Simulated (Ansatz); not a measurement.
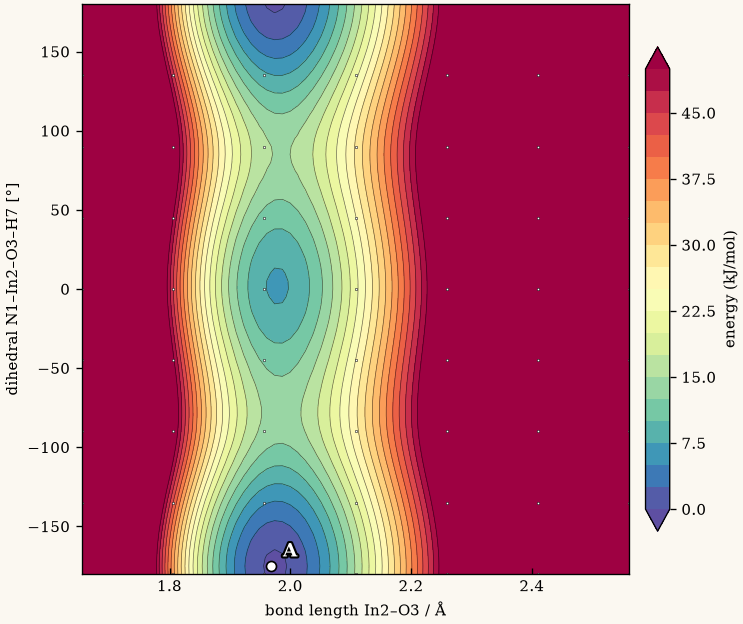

ClH3InNO, SMILES [NH2][In]([OH])[Cl]. The first coordinate is: bond length In2–O3; the second: dihedral N1–In2–O3–H7. Nothing is relaxed (all other coordinates rigid). The scan uses a 7 × 8 grid. Points are written as (first, second). Energies: kJ/mol, counted from the lowest grid point. Level of theory: RKS PBE0-D4/def2-TZVP (Ansatz 0.2.0).

Drawn: filled contours, dots at the grid points, one colour for all values above the top of the scale, the well A. Between grid points the surface is interpolated.

**Where is the minimum, and how stiff is the well along each coordinate? Take the well at A.**

The interpolated minimum is at bond length In2–O3 ≈ 1.969 Å, dihedral N1–In2–O3–H7 ≈ −175°. The curvatures there are about 20 eV/Å² and 0.28 eV/rad², with a cross term of about 0 eV/(Å·rad). Round the minimum the two coordinates are nearly uncoupled. (1 eV is 96.5 kJ/mol.)
